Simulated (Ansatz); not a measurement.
# ScTeN3 (model cell, started as cubic perovskite with Te in the octahedra): a soft mode frozen in, part 2 of 3

Aim: this structure of ScTeN3 (model cell, started as cubic perovskite with Te in the octahedra) is to be tested for unstable modes, and one is followed downhill.

Ansatz 0.2.0; DFT PBEsol, scalar-relativistic, plane waves, PAW; PAW set soft_1.

So far, highest frequency on the path or at a solved wavevector (cm⁻¹): step 2 (response at finite wavevector) 985. Also lowest frequency on the path (cm⁻¹): step 2 -463.

The structure was built from a prototype and need not be the compound's stable phase.

### 3. The mode frozen in, largest atomic shift 0 Å

The mode followed lies at q = (0.25, -0.5, -0.5) with frequency 415.6i cm⁻¹, one of the unstable modes though not the softest. At small amplitude the distorted cell has space group no. 140 by a symmetry search on the positions. The undistorted cell that holds it gives the zero of energy on the same k mesh.

System of this step: ScTeN3 (model cell, started as cubic perovskite with Te in the octahedra). It takes space group Pm-3m (No. 221, cubic). Conventional cell: a = 3.913 Å, b = 3.913 Å, c = 3.913 Å, α = 90.00°, β = 90.00°, γ = 90.00°. Nearest to Sc lie 12 N at 2.77 Å and 8 Te at 3.39 Å. Te has 6 N at 1.96 Å and 8 Sc at 3.39 Å nearest. Nearest to N lie 2 Te at 1.96 Å and 4 Sc at 2.77 Å. N has 2 Te at 1.96 Å and 4 Sc at 2.77 Å nearest. Farther neighbours and most contacts between anions are not listed.

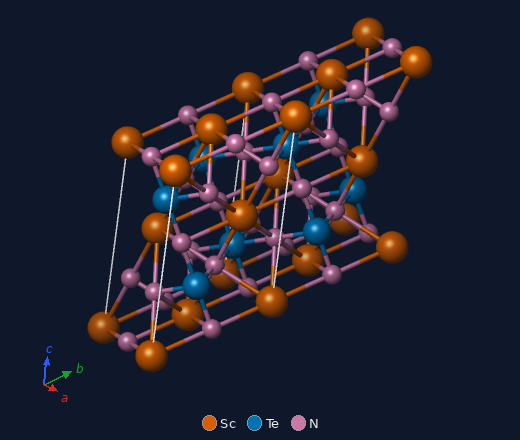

The cell of this step (scandium orange, tellurium blue, nitrogen pink). 1×2×1 cells are drawn. Some periodic images of atoms are drawn too.

Contents of input.yaml:

```yaml
crystal:
  lattice:
    - [0.0, -3.9131533689, -3.9131533689]
    - [0.0, -3.9131533689, 3.9131533689]
    - [-7.8263067378, -3.9131533689, 0.0]
  atoms:
    - { symbol: Sc, position: [0.75, 0.75, 0.5] }
    - { symbol: Sc, position: [0.25, 0.25, 0.5] }
    - { symbol: Sc, position: [0.5, 0.5, 1.0] }
    - { symbol: Sc, position: [0.0, 0.0, 1.0] }
    - { symbol: Te, position: [0.375, 0.875, 0.25] }
    - { symbol: Te, position: [0.875, 0.375, 0.25] }
    - { symbol: Te, position: [0.125, 0.625, 0.75] }
    - { symbol: Te, position: [0.625, 0.125, 0.75] }
    - { symbol: "N", position: [0.125, 0.125, 0.25] }
    - { symbol: "N", position: [0.625, 0.625, 0.25] }
    - { symbol: "N", position: [0.875, 0.875, 0.75] }
    - { symbol: "N", position: [0.375, 0.375, 0.75] }
    - { symbol: "N", position: [0.125, 0.625, 0.25] }
    - { symbol: "N", position: [0.625, 0.125, 0.25] }
    - { symbol: "N", position: [0.875, 0.375, 0.75] }
    - { symbol: "N", position: [0.375, 0.875, 0.75] }
    - { symbol: "N", position: [0.5, 0.0, 0.0] }
    - { symbol: "N", position: [0.0, 0.5, 0.0] }
    - { symbol: "N", position: [0.25, 0.75, 0.5] }
    - { symbol: "N", position: [0.75, 0.25, 0.5] }
kpoints:
  mp_grid: { grid: [8, 8, 8] }
hamiltonian:
  xc: pbesol
  pseudopotentials: { kind: paw, azcp: { folder: soft_1 }, xc_functional: pbe }
scf:
  occupations: { method: methfessel_paxton, width: 0.2 }
output:
  forces: true
  stress: true
  eigenvalues: true
```

Command:

```sh
> ansatz run input.yaml --threads 8 --pin off --max-ram 16384MiB --backend cpu --events-out ev --progress --plain --runs-dir out
```

Numbers of over 12 decimals in the logs are rounded to 6 here.

Output:

```text
[...]
Crystal: 20 atoms, lattice volume = 239.685 Å³
Basis set: ecut = 420 eV, 4675 PW (Γ), exchange–correlation on 80×80×120 points (8 copies of the dense FFT grid, shifted against one another)
Bands: 104, of which v1, the nominal top of the filled ones, is band 84 counted from 1 (83 counted from 0)
Symmetry: 64 space group operations
[...]
k-points: 59 of 512
[...]
k-point 0: bands = [... 80 lower, 11.8738, 11.8738, 11.8738, 13.0834, 13.0834, 13.7838, 13.7838, 14.2282, ... 16 higher]
  k-point 1: bands = [... 80 lower, 11.4325, 12.3571, 12.3571, 13.0053, 13.1694, 13.8152, 13.8924, 14.2333, ... 16 higher]
  k-point 2: bands = [... 80 lower, 11.4689, 12.8066, 12.8066, 12.9444, 13.2507, 13.9054, 14.1626, 14.2297, ... 16 higher]
  k-point 58: bands = [... 80 lower, 11.1450, 11.1450, 12.6494, 12.6494, 14.5866, 14.5866, 14.6812, 14.6812, ... 16 higher]
[key lines of the parts left out:]
SCF converged after 8 iterations
Free energy (F): -40583.717614 eV
Fermi energy:    12.896022 eV
P = ⅓ Tr σ = 0.1847 GPa (1.847 kbar)
```

Elapsed: 16 s, on 8 threads of AMD EPYC 7R32 (Zen 2), shared host; peak memory 2 GiB; 2 min of CPU time.

This step gave:

* pressure: 0.1847 GPa
* energy from the undistorted cell: 0 meV/atom

The run ends at a pressure of 0.18 GPa.

### 4. The mode frozen in, largest atomic shift 0.6 Å

The atoms are moved along the unstable eigenvector, the largest shift by 0.6 Å, with the cell fixed.

input.yaml, as its differences from that of step 3:

```diff
@@ -14,10 +14,10 @@
     - { symbol: Te, position: [0.625, 0.125, 0.75] }
-    - { symbol: "N", position: [0.125, 0.125, 0.25] }
-    - { symbol: "N", position: [0.625, 0.625, 0.25] }
-    - { symbol: "N", position: [0.875, 0.875, 0.75] }
-    - { symbol: "N", position: [0.375, 0.375, 0.75] }
-    - { symbol: "N", position: [0.125, 0.625, 0.25] }
-    - { symbol: "N", position: [0.625, 0.125, 0.25] }
-    - { symbol: "N", position: [0.875, 0.375, 0.75] }
-    - { symbol: "N", position: [0.375, 0.875, 0.75] }
+    - { symbol: "N", position: [0.2016645137, 0.2016645137, 0.25] }
+    - { symbol: "N", position: [0.5483354863, 0.5483354863, 0.25] }
+    - { symbol: "N", position: [0.7983354863, 0.7983354863, 0.75] }
+    - { symbol: "N", position: [0.4516645137, 0.4516645137, 0.75] }
+    - { symbol: "N", position: [0.0483354863, 0.7016645137, 0.25] }
+    - { symbol: "N", position: [0.7016645137, 0.0483354863, 0.25] }
+    - { symbol: "N", position: [0.9516645137, 0.2983354863, 0.75] }
+    - { symbol: "N", position: [0.2983354863, 0.9516645137, 0.75] }
     - { symbol: "N", position: [0.5, 0.0, 0.0] }
```

Output:

```text
[...]
Crystal: 20 atoms, lattice volume = 239.685 Å³
Basis set: ecut = 420 eV, 4675 PW (Γ), exchange–correlation on 80×80×120 points (8 copies of the dense FFT grid, shifted against one another)
Bands: 104, of which v1, the nominal top of the filled ones, is band 84 counted from 1 (83 counted from 0)
Symmetry: 16 space group operations
[...]
k-points: 59 of 512
[...]
k-point 0: bands = [... 80 lower, 11.8926, 11.8926, 12.0708, 12.0708, 12.1923, 14.0585, 14.4679, 14.4679, ... 16 higher]
  k-point 1: bands = [... 80 lower, 12.0269, 12.0269, 12.0898, 12.0898, 12.2561, 14.0872, 14.5110, 14.5110, ... 16 higher]
  k-point 2: bands = [... 80 lower, 12.0136, 12.0136, 12.3904, 12.3904, 12.4382, 14.1347, 14.4223, 14.6103, ... 16 higher]
  k-point 58: bands = [... 80 lower, 11.7291, 11.7291, 12.0894, 12.0894, 14.1327, 14.1327, 14.4278, 14.4278, ... 16 higher]
[key lines of the parts left out:]
SCF converged after 9 iterations
Free energy (F): -40589.568505 eV
Fermi energy:    12.680841 eV
P = ⅓ Tr σ = -5.0317 GPa (-50.317 kbar)
```

Wall time 16 s (8 threads); peak memory 2 GiB; 2 min of CPU time.

Numbers from this step:

- pressure: -5.032 GPa
- energy from the undistorted cell: -292.7 meV/atom

The energy, extrapolated to zero smearing, is -292.69 meV/atom against the undistorted cell.

The run ends at a pressure of -5.03 GPa, with forces up to 0.61 eV/Å.

### 5. Energy along the mode, all amplitudes (two of the runs are shown above)

An imaginary frequency means negative curvature, so the energy should fall and then rise again as anharmonic terms take over.

Numbers from this step:

| Quantity | Value |
| --- | --- |
| depth at the lowest point sampled | 292.7 meV/atom |
| largest atomic shift at that point | 0.6 Å |

Table of energy from the parent by largest atomic shift:

```csv
largest atomic shift (Å),energy from the parent (meV/atom)
0.000,0
0.040,-2.76
0.080,-10.9
0.140,-32.6
0.220,-75.7
0.320,-142
0.450,-227
0.600,-293
```

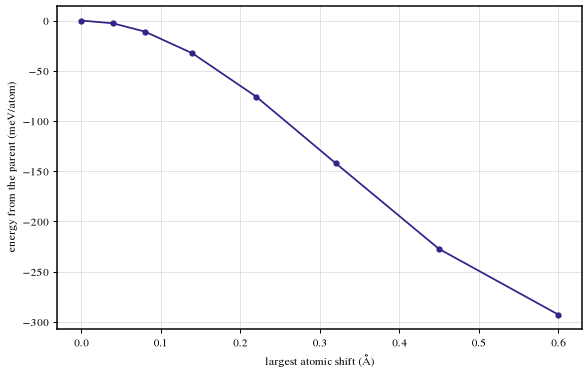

Energy from the parent against largest atomic shift.

Displacement at unit largest shift by atom:

```csv
atom,x (Å),y (Å),z (Å),size
Sc1,0.00,0.00,0.00,0.00
Sc2,0.00,0.00,0.00,0.00
Sc3,0.00,0.00,0.00,0.00
Sc4,0.00,0.00,0.00,0.00
Te5,0.00,0.00,0.00,0.00
Te6,0.00,0.00,0.00,0.00
Te7,0.00,0.00,0.00,0.00
Te8,0.00,0.00,0.00,0.00
N9,0.00,-1.00,0.00,1.00
N10,0.00,1.00,0.00,1.00
N11,0.00,1.00,0.00,1.00
N12,0.00,-1.00,0.00,1.00
N13,0.00,0.00,1.00,1.00
N14,0.00,0.00,-1.00,1.00
N15,0.00,0.00,-1.00,1.00
N16,0.00,0.00,1.00,1.00
N17,0.00,0.00,0.00,0.00
N18,0.00,0.00,0.00,0.00
N19,0.00,0.00,0.00,0.00
N20,0.00,0.00,0.00,0.00
```

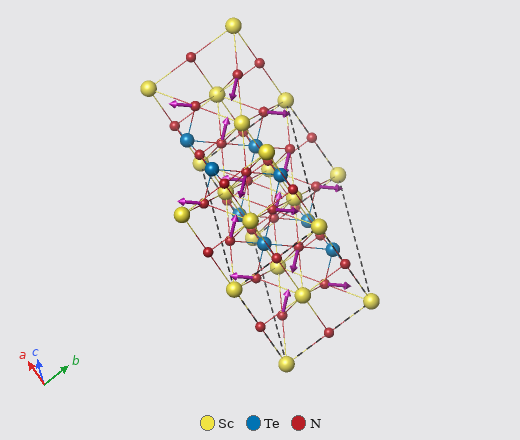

Displacement at unit largest shift as arrows, the longest 1 Å. 2×1×1 cells are drawn. Some periodic images of atoms are drawn too.

The lowest of the steps tried is the last one, at 0.6 Å, 293 meV/atom below the parent; the bottom of the well need not coincide with a step.

(Continued in part 3 of 3.)

[Logs are printed without paths, hosts, clocks, repeated set-up lines and the standing remarks that a program may print on its own settings, such as how far it seeks lower states.]

[Hosts, paths, dates, database ids (printed as entryN), source tags and the programs' standing remarks are cut or masked in the printed files.]
